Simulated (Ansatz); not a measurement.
# One shape, several levels: GeH2 (SMILES [GeH2])

Aim: a comparison of 6 runs (B3LYP/STO-3G, BHLYP/STO-3G, PBE0/STO-3G, wB97X/STO-3G, MP2/STO-3G, UMP2/STO-3G) of GeH2. 

The calculation is run with Ansatz 0.2.0.

41 further runs of the same task are left out: 7 that didn't finish, 34 set aside as unsound or not needed.

### Step 1. The system as given

GeH2 has 3 atoms, charge 0, and is taken as a singlet. As SMILES, `[GeH2]`. The H3–Ge1 distance was set to 3.986 Å, away from the relaxed value. At this shape a bond of the SMILES string is far longer than usual.

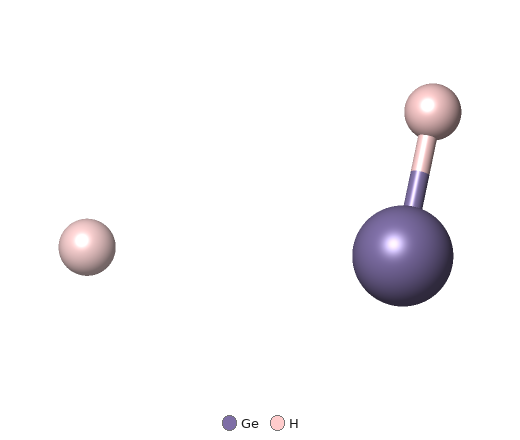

Viewed from a chosen angle; germanium purple, hydrogen pink.

### Step 2. The energy at B3LYP/STO-3G (run 1)

File job.yaml:

```yaml
crystal:
  periodic: [false, false, false]
  atoms:
    - {symbol: Ge, position_ang: [-1.105902, 2.735811, -0.291300]}
    - {symbol: H, position_ang: [0.247198, 3.074311, 0.481400]}
    - {symbol: H, position_ang: [-0.212900, -1.148700, -0.245300]}
basis:
  gaussian:
    orbitals: STO-3G
hamiltonian:
  xc: {name: B3LYP}
accuracy: high
```

Command:

```
$ ansatz run job.yaml --threads 1 --pin off --max-ram 2610MiB --events-out events.jsonl --progress --plain --runs-dir runs
```

What it wrote:

```text
Warning: RAYON_NUM_THREADS=1 ignored (pool sized by the plan → 1); use --threads N
Functional definition: B3LYP
  name "B3LYP"
  parameter a0 = 0.2
  parameter ax = 0.72
  parameter ac = 0.81
  exchange = (1 - a0 - ax)*slater_x + ax*b88_x + a0*exact_x
  correlation = (1 - ac)*vwn_rpa_c + ac*lyp_c
223 factors; integrals over basis functions are off by at most 1.3e-8 eV
mean field evaluation 1: about -55695.9165 eV, gradient 9.3e1 eV
mean field evaluation 2: about -55862.3678 eV, gradient 5.1e1 eV
mean field evaluation 4: about -55873.9969 eV, gradient 1.8e1 eV
mean field evaluation 8: about -55881.7156 eV, gradient 7.6e0 eV
mean field evaluation 16: about -55888.7736 eV, gradient 1.7e-1 eV
mean field evaluation 32: about -55888.7745 eV, gradient 8.5e-9 eV
mean field evaluation 64: about -55888.4879 eV, gradient 5.8e0 eV
mean field evaluation 96: about -55887.9184 eV, gradient 9.8e0 eV
mean field -55888.77454942 eV, -2053.8745819193 hartree, gradient 8.5e-9 eV, S^2 0.000000; 9 other end points of the search recorded, 0 dependent functions left out
reference -55888.77457731 eV, -2053.8745829440 hartree; 17, 17 occupied and 3, 3 virtual orbitals, 223 factors
Total energy: -55888.77457731 eV, -2053.8745829440 hartree
```

It took 2.9 s on 1 thread of AMD EPYC 7R43 (Zen 3), shared host; peak memory 0.1 GiB.

### Step 3. The energy at BHLYP/STO-3G (run 2)

job.yaml: that of step 2 with these lines changed.

```diff
@@ -7,6 +7,5 @@
 basis:
-  gaussian:
-    orbitals: STO-3G
-hamiltonian:
-  xc: {name: B3LYP}
+  gaussian: {orbitals: STO-3G}
+hamiltonian: {xc: {name: BHLYP}}
+magnetization: {spin_polarized: false}
 accuracy: high
```

Command:

```
$ ansatz run job.yaml --threads 1 --pin off --max-ram 2610MiB --events-out events.jsonl --progress --plain --runs-dir runs
```

What it wrote:

```text
Warning: RAYON_NUM_THREADS=1 ignored (pool sized by the plan → 1); use --threads N
Functional definition: BHLYP
  name "BHLYP"
  parameter a = 0.5
  exchange = (1 - a)*b88_x + a*exact_x
  correlation = lyp_c
223 factors; integrals over basis functions are off by at most 1.3e-8 eV
mean field evaluation 1: about -55884.1280 eV, gradient 9.2e0 eV
mean field evaluation 2: about -55876.9046 eV, gradient 1.4e1 eV
mean field evaluation 4: about -55883.9837 eV, gradient 9.7e0 eV
mean field evaluation 8: about -55890.0705 eV, gradient 8.1e-2 eV
mean field evaluation 16: about -55889.9822 eV, gradient 9.4e-1 eV
mean field -55890.07057031 eV, -2053.9222098085 hartree, gradient 6.9e-8 eV, S^2 0.000000; 1 other end points of the search recorded, 0 dependent functions left out
reference -55890.07058948 eV, -2053.9222105130 hartree; 17, 17 occupied and 3, 3 virtual orbitals, 223 factors
Total energy: -55890.07058948 eV, -2053.9222105130 hartree
```

Wall time 0.74 s (1 thread of AMD EPYC 7R43 (Zen 3), shared host); peak memory 0.1 GiB.

Runs 3 to 4 aren't shown in full; the table further down has their settings and results.

### Step 4. The energy at MP2/STO-3G (run 5)

File in.yaml:

```yaml
basis:
  gaussian: {orbitals: STO-3G}
crystal:
  periodic: [false, false, false]
  atoms:
    - {symbol: Ge, position_ang: [-1.105902, 2.735811, -0.291300]}
    - {symbol: H, position_ang: [0.247198, 3.074311, 0.481400]}
    - {symbol: H, position_ang: [-0.212900, -1.148700, -0.245300]}
accuracy: high
correlation: {method: mp2, frozen_orbitals: {Ge: 9, H: 0}}
```

Command:

```
$ ansatz run in.yaml --threads 1 --pin off --max-ram 2610MiB --events-out events.jsonl --progress --plain --runs-dir runs
```

What it wrote (excerpt; [...] marks lines left out):

```text
Warning: RAYON_NUM_THREADS=1 ignored (pool sized by the plan → 1); use --threads N
Functional definition: HF
  name "HF"
[...]
223 factors; integrals over basis functions are off by at most 1.3e-8 eV
[...]
mean field -55850.96674400 eV, -2052.4851706971 hartree, gradient 2.8e-8 eV, S^2 0.000000; 9 other end points of the search recorded, 0 dependent functions left out; unrestricted orbitals would lower it
[...]
unrestricted determinant -55856.47287626 eV, -2052.6875173254 hartree, S^2 1.0022
9 core orbitals not correlated: weight in the atoms' cores, before any rotation towards them, 1.000 or more for the frozen orbitals, at most 0.000 for the correlated occupied ones
reference -55850.96674400 eV, -2052.4851706971 hartree; 8, 8 occupied and 3, 3 virtual orbitals, 223 factors
second order -4.80324318 eV of doubles, -0.00000000 eV of singles
WARN: the method's energy lies above the unrestricted determinant's, so it is not that of the lowest state
Total energy: -55855.76998719 eV, -2052.6616866284 hartree
```

It took 0.44 s on 1 thread of AMD EPYC 7R43 (Zen 3), shared host.

### Step 5. The energy at UMP2/STO-3G (run 6)

File molecule.yaml:

```yaml
crystal:
  periodic: [false, false, false]
  atoms:
    - {symbol: Ge, position_ang: [-1.105902, 2.735811, -0.291300]}
    - {symbol: H, position_ang: [0.247198, 3.074311, 0.481400]}
    - {symbol: H, position_ang: [-0.212900, -1.148700, -0.245300]}
basis:
  gaussian: {orbitals: STO-3G}
magnetization: {spin_polarized: true, initial_magnetization: 0}
correlation: {method: mp2, frozen_orbitals: {Ge: 9, H: 0}}
accuracy: high
```

Command:

```
$ ansatz run molecule.yaml --threads 1 --pin off --max-ram 2610MiB --events-out events.jsonl --progress --plain --runs-dir runs
```

What it wrote (excerpt; [...] marks lines left out):

```text
Warning: RAYON_NUM_THREADS=1 ignored (pool sized by the plan → 1); use --threads N
Functional definition: HF
  name "HF"
[...]
223 factors; integrals over basis functions are off by at most 1.3e-8 eV
[...]
mean field -55856.47287711 eV, -2052.6875173568 hartree, gradient 4.7e-8 eV, S^2 1.002249; 15 other end points of the search recorded, 0 dependent functions left out
9 core orbitals not correlated: weight in the atoms' cores, before any rotation towards them, 1.000 or more for the frozen orbitals, at most 0.000 for the correlated occupied ones
reference -55856.47287711 eV, -2052.6875173568 hartree; 8, 8 occupied and 3, 3 virtual orbitals, 223 factors
second order -0.56556393 eV of doubles, -0.00000000 eV of singles
Total energy: -55857.03844105 eV, -2052.7083014480 hartree
```

Run time: 0.77 s. Hardware: 1 thread of AMD EPYC 7R43 (Zen 3), shared host.

### Step 6. The series

```
run         level  frozen core orbitals   energy (Eh)  wall time
  1  B3LYP/STO-3G                     –  -2053.874583      2.9 s
  2  BHLYP/STO-3G                     –  -2053.922211     0.74 s
  3   PBE0/STO-3G                     –  -2053.655004        1 s
  4  wB97X/STO-3G                     –  -2053.883504       13 s
  5    MP2/STO-3G                     9  -2052.661687     0.44 s
  6   UMP2/STO-3G                     9  -2052.708301     0.77 s
```

### Step 7. What came out

| quantity | value |
| --- | --- |
| run 6: total energy | -2052.70830 Eh |
| run 6: correlation energy (9 core orbitals frozen) | -20.8 mEh |
| run 6: ⟨S²⟩ of the reference determinant | 1.002 |

What this shows: Totals of different functionals can't be ranked against each other. In run 5 the log says that unrestricted orbitals would lower the reference, so the values rest on an unstable closed-shell determinant (other closed-shell runs at this shape may share the fault). In runs 1, 2, 3, 4, 5, 6 the basis is minimal, so the values are rough. In runs 1, 2, 3, 4, 5 a closed-shell determinant meets a far-stretched bond, which it describes badly. Spin contamination of the reference: run 6 ⟨S²⟩ = 1.00. Where it is this large, the reference is a mixture of spin states, and values that rest on it are in doubt. All runs together took 19 s, the longest 13 s.
